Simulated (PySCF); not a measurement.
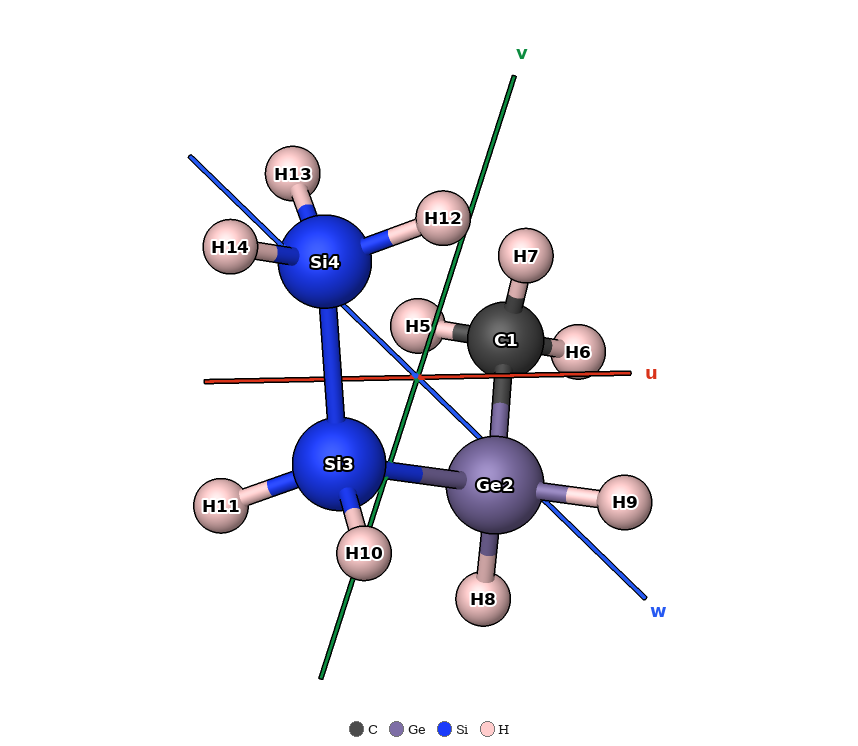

The lines u, v and w are the principal axes of the static dipole polarisability. The geometry was computed by an optimisation with GFN2-xTB. No frequency run is at hand to confirm it as a minimum. Method: PBE0/def2-SVPD (PySCF 2.14.0).

Along which axis is the molecule most polarisable, and along which least?

Answer. Most along w (close to the long direction C1···Si4), least along u.

Give the three principal values.

Answer. u 87.9, v 104.3, w 125.0 bohr³; mean 105.7, anisotropy 32.2 bohr³.

The geometry is semi-empirical. Around Ge, Si such bond lengths and angles can be off by a tenth of an ångström or more and by several degrees, and values that hang on the shape move with them.
